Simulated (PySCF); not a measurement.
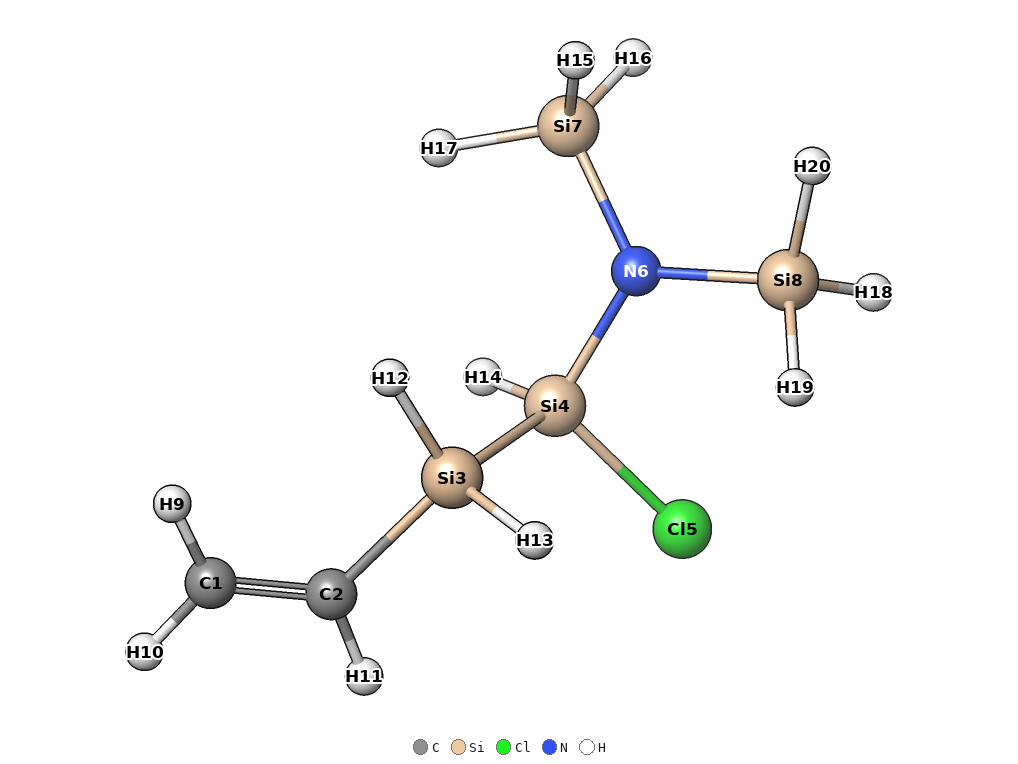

The computed structure is the end point of a GFN2-xTB optimisation. No frequency run is at hand to confirm it as a minimum. Electric field gradients from the ground-state density, PBE0/pcSseg-1 (PySCF 2.14.0), non-relativistic apart from any core potentials.

Give the largest field-gradient component, the quadrupole coupling constant and the asymmetry for 35Cl at Cl5 (Q = −81.7 mb), 14N at N6 (Q = 20.44 mb), 2H at H9 (Q = 2.86 mb), 2H at H10 (Q = 2.86 mb), 2H at H11 (Q = 2.86 mb), 2H at H12 (Q = 2.86 mb).

```json
{"atom": "Cl5", "V_zz (a.u.)": "1.999", "e²qQ/h (MHz)": "−38.4", "η": "0.14"}
{"atom": "N6", "V_zz (a.u.)": "−0.617", "e²qQ/h (MHz)": "−2.96", "η": "0.04"}
{"atom": "H9", "V_zz (a.u.)": "0.333", "e²qQ/h (MHz)": "0.224", "η": "0.04"}
{"atom": "H10", "V_zz (a.u.)": "0.330", "e²qQ/h (MHz)": "0.222", "η": "0.04"}
{"atom": "H11", "V_zz (a.u.)": "0.323", "e²qQ/h (MHz)": "0.217", "η": "0.04"}
{"atom": "H12", "V_zz (a.u.)": "0.158", "e²qQ/h (MHz)": "0.106", "η": "0.02"}
```

The geometry is semi-empirical. Around Si such bond lengths and angles can be off by a tenth of an ångström or more and by several degrees, and values that hang on the shape move with them.
